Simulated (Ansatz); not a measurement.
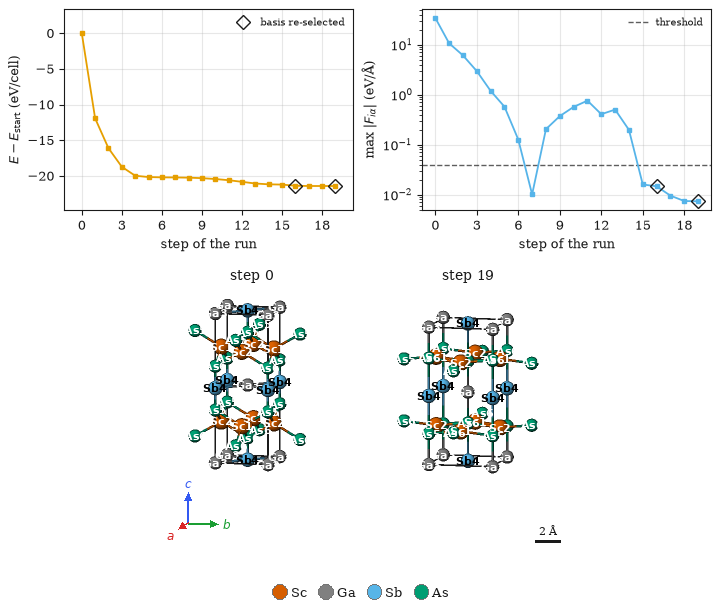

First and last geometry of a relaxation of solid Sc2GaSbAs2 (a generated structure, set up in I4/mmm) (coarse preliminary run), with the history of the run. The picture is a ball-and-stick view of the conventional cell (2 times the calculation's cell), seen slightly off an axis. Lengths and directions refer to the drawn axes.

Computed with DFT PBE, scalar-relativistic, plane waves, PAW (Ansatz).

Input file:
```yaml
crystal:
  lattice:
    - [-2.16124158, 2.16124158, 6.06357827]
    - [2.16124158, -2.16124158, 6.06357827]
    - [2.16124158, 2.16124158, -6.06357827]
  atoms:
    - { symbol: Sc, position: [0.75, 0.25, 0.5] }
    - { symbol: Sc, position: [0.25, 0.75, 0.5] }
    - { symbol: Ga, position: [0.0, 0.0, 0.0] }
    - { symbol: Sb, position: [0.5, 0.5, 0.0] }
    - { symbol: As, position: [0.35303101, 0.35303101, 0.0] }
    - { symbol: As, position: [0.64696899, 0.64696899, 0.0] }
basis:
  ecutwfc: 420
kpoints:
  mp_grid: { grid: [6, 6, 6] }
hamiltonian:
  xc: pbe
scf:
  occupations: { method: gaussian, width: 0.1 }
  lower_state_search: "off"
output:
  forces: true
  stress: true
  eigenvalues: true
relax:
  adjacent_minimum: "off"
  f_tol: 0.04
  max_steps: 70
  cell: { stress_tol: 0.4 }
```

Run as
```bash
ansatz run input.yaml --threads 1 --pin off --max-ram 2560MiB --backend cpu --events-out ev --progress --plain --runs-dir out
```

Question: Read the history and describe the run.

Answer: It converged. After 17 accepted moves (19 points after the start) the energy has fallen by 21.420 eV per cell of the calculation. The largest force component goes from 34 to 0.0074 eV/Å. The pressure goes from 80.81 to 0.03 GPa. The SCF was repeated twice at an unchanged geometry on a basis and grid sized afresh for the cell, which shifted the energy by 0.164 eV per cell of the calculation at most. The largest moves relative to the cell, 1.42 Å, are those of As5 and As6. As6 goes along +c. Sc and Ga and Sb stay in place. The drawn cell changes as follows: a = b 4.322 → 5.253 Å (+21.5 %), c 12.127 → 11.155 Å (−8.0 %); the volume changes by +35.8 %. Some distances before and after: Ga3–As5 4.281 → 2.517 Å, Sb4–As5 1.782 → 3.060 Å, Ga3–Sb4 3.056 → 3.714 Å, Sc1–Sc2 3.056 → 3.714 Å. New bonds form, among them: Ga3–As5 (4.28 → 2.52 Å), Ga3–As6 (4.28 → 2.52 Å). Among the angles between lasting bonds that change: Sc1–As5–Sc1 119.9° → 168.2°, As5–Sc2–As5 119.9° → 168.2°, Sc1–As5–Sb4 120.0° → 84.1°. The space group stays I4/mmm (No. 139). The run took 3.9 min on 1 thread of Arm Neoverse V2 (shared host), peak memory 0.54 GiB.

```
step  E − E(0), meV/atom  largest force component, eV/Å  pressure, GPa  volume, Å³/atom                      note
   0                0.00                        34.1870          80.81           18.882                          
   1            -1989.80                        10.6262          46.13           19.878                          
   2            -2686.86                         6.0852          25.59           22.165                          
   3            -3121.26                         2.9528          12.58           24.586                          
   4            -3329.22                         1.1876           3.15           27.465                          
   5            -3360.64                         0.5737           0.11           28.731                          
   6            -3367.88                         0.1261           0.51           28.776                          
   7            -3370.01                         0.0101          -0.02           28.982                          
   8            -3374.66                         0.2039          -0.89           29.211                          
   9            -3386.38                         0.3716          -1.59           28.994                          
  10            -3406.32                         0.5675          -2.13           28.467                          
  11            -3434.11                         0.7575          -2.72           27.786                          
  12            -3471.96                         0.4057          -0.36           26.623                          
  13            -3511.23                         0.5015          -1.16           25.884                          
  14            -3530.46                         0.1972          -0.07           24.817                          
  15            -3536.62                         0.0160           0.18           24.936                          
  16            -3564.01                         0.0146           1.95           24.936  same geometry, new basis
  17            -3569.46                         0.0095           0.48           25.496                          
  18            -3569.88                         0.0074           0.04           25.647                          
  19            -3570.00                         0.0074           0.03           25.647  same geometry, new basis
```
